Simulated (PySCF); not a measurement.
**C2H6Cl2Ge, SMILES `C[Ge](C)(Cl)Cl`: what the electrons do**

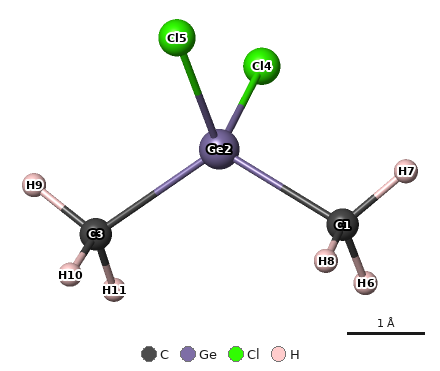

The molecule, with its atoms numbered as below. No frequency check shows the geometry to be a minimum.

Coordinates in Å:

```
C1       0.0003   -1.3208   -1.7039
Ge2      0.0000   -0.2770   -0.0005
C3       0.0024   -1.3355    1.6939
Cl4     -1.7098    0.9968    0.0039
Cl5      1.7083    0.9988    0.0027
H6      -0.8497   -1.9950   -1.7297
H7      -0.0652   -0.6420   -2.5493
H8       0.9153   -1.8981   -1.7881
H9      -0.0004   -0.6634    2.5472
H10      0.8889   -1.9596    1.7424
H11     -0.8797   -1.9657    1.7417
```

## 1. Bonding charge

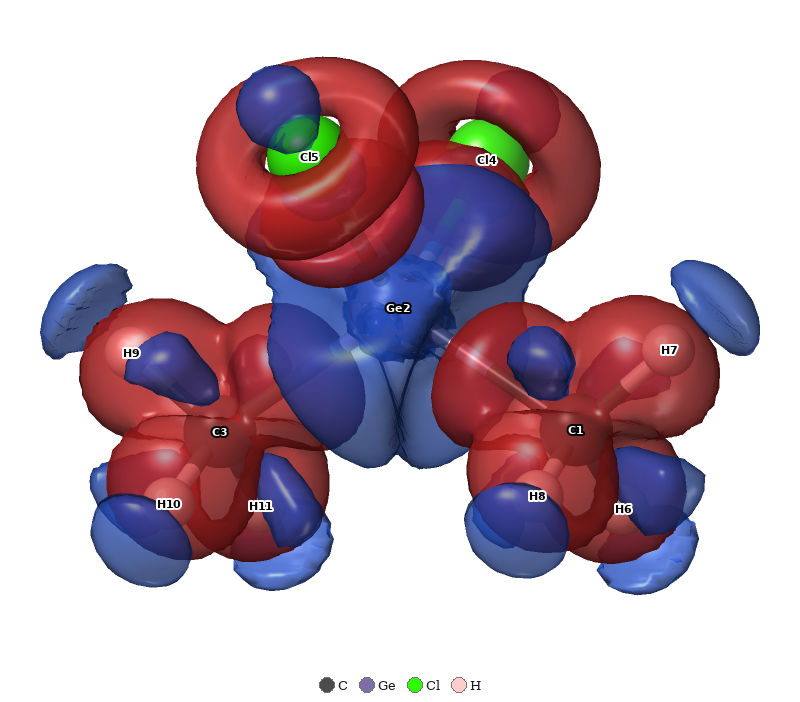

Deformation density (molecule less spherical, spin-averaged free atoms at the same positions), surfaces at ±0.04 e/Å³; red: gain, blue: loss.

Computed with PySCF, PBE0/def2-TZVP, geometry: GFN2-xTB.

Q: How much density has each bond gained at its critical point, relative to the free atoms?

A: C3–H9 and C1–H7: +0.70 e/Å³ at the bond critical point (bond length 1.09 Å, Mayer order 0.9). C1–H8: +0.70 e/Å³ at the bond critical point (bond length 1.08 Å, Mayer order 0.9). C3–H10: +0.70 e/Å³ at the bond critical point (bond length 1.08 Å, Mayer order 0.9). C3–H11: +0.70 e/Å³ at the bond critical point (bond length 1.08 Å, Mayer order 0.9). C1–H6: +0.70 e/Å³ at the bond critical point (bond length 1.08 Å, Mayer order 0.9). C1–Ge2 and Ge2–C3: +0.21 e/Å³ at the bond critical point (bond length 2.00 Å, Mayer order 0.9). Ge2–Cl4: +0.08 e/Å³ at the bond critical point (bond length 2.13 Å, Mayer order 1.0). Ge2–Cl5: +0.08 e/Å³ at the bond critical point (bond length 2.13 Å, Mayer order 1.0). In all, 2.4 electrons gather in the regions of gain relative to the promolecule. A small or negative value marks a very polar bond, one between electron-rich atoms, whose free-atom densities already overlap strongly, a long bond to a heavier atom, or a closed-shell contact such as a hydrogen bond.

Q: Where do the Hirshfeld charges lie?

A: The highest Hirshfeld charge is on Ge2 (+0.43 e), the lowest on C1 and C3 (−0.20 e).

## 2. Bond critical points

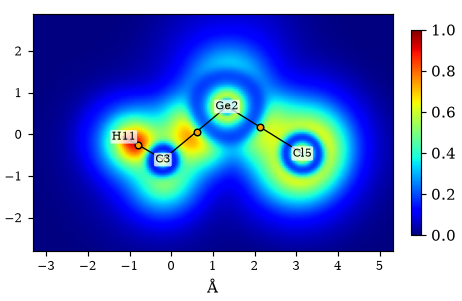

Localised orbital locator (LOL) in the plane of Ge2, C3, Cl5 and H11, with bond paths and bond critical points (dots).

Q: Rank the bonds in the plane by LOL at their critical points.

A: C3–H11: about 0.88; Ge2–C3: about 0.55; Ge2–Cl5: about 0.42. Values above 0.5 mark slow, localised electrons, as in shared pairs; low values at a critical point mark a polar or closed-shell contact whose critical point lies between the shells.

Q: Where along C3–H11 does the critical point lie?

A: 0.70 Å from C3 and 0.39 Å from H11.

## 3. Local ionisation energy

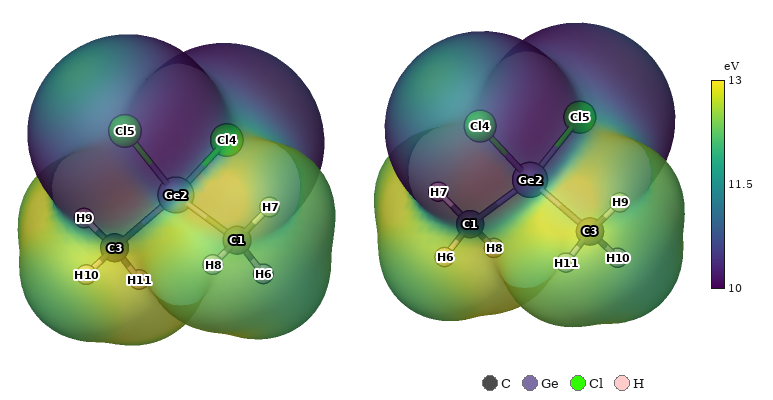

Average local ionisation energy on the surface of electron density 0.001 a.u. (back view left, front view right).

Q: Where are the most loosely bound electrons on this surface?

A: The lowest value is 10.0 eV, 2.1 Å from Cl4. For comparison, the highest occupied orbital lies at −8.4 eV.

## 4. In an electric field

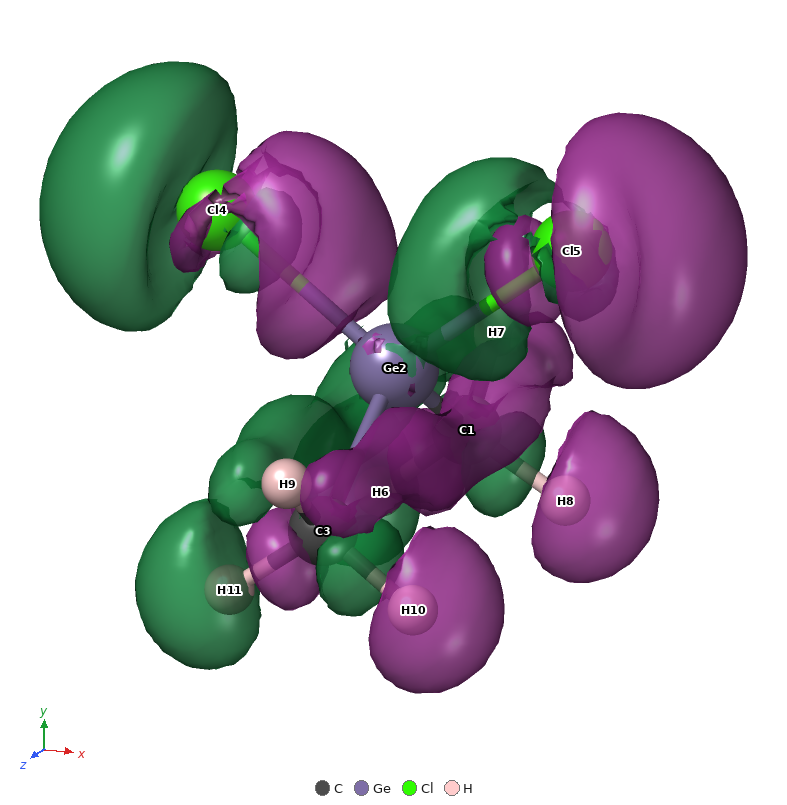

Change of the electron density in a uniform field of 0.21 V/Å, surfaces at ±0.0015 e/Å³ (green: gain, purple: loss).

Method: PBE0/def2-TZVP; geometry: GFN2-xTB; program: PySCF. A basis without diffuse functions makes polarisabilities too small.

Q: Along which Cartesian direction does the field point?

A: Along +x: electrons gather on the −x side, against the field.

Q: What dipole is induced, and what polarisability does it imply?

A: The induced dipole is 0.80 D (along the field); α along this axis, from the fields in both directions, is 79 bohr³ (11.7 Å³).

Q: Which atoms gain and lose the most charge?

A: Electrons gather most on Cl4 (Hirshfeld charge changes by −0.019 e) and leave Cl5 most (+0.019 e); 0.069 electrons are displaced in all.

## 5. Removing or adding an electron

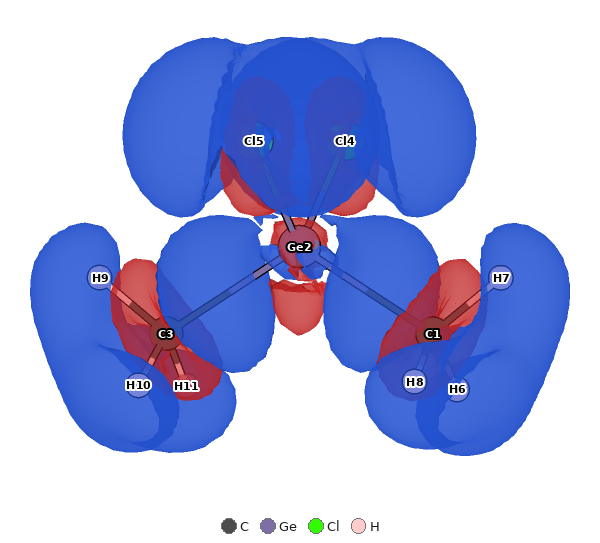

Fukui function f⁻ = ρ(N) − ρ(N−1) at fixed geometry, surfaces at ±0.01 e/Å³ (blue positive, red negative).

Level of theory: PBE0/def2-TZVP (PySCF), at a geometry from GFN2-xTB.

Q: Which atoms respond most to the removal of an electron?

A: f⁻ (Hirshfeld-condensed) is largest on Cl5 (0.23) and Cl4 (0.23); the vertical ionisation energy is 10.23 eV (the stability of the cation's solution wasn't checked). Condensed values hint at sites of electrophilic attack but needn't mark the atom that reacts. Shares this close don't rank the sites. Orbital relaxation makes it negative in places (0.17 e in all).

The PySCF runs shown took 44 s, 110 s and 2.6 min on 1 thread of Arm Neoverse V1, on a shared host.
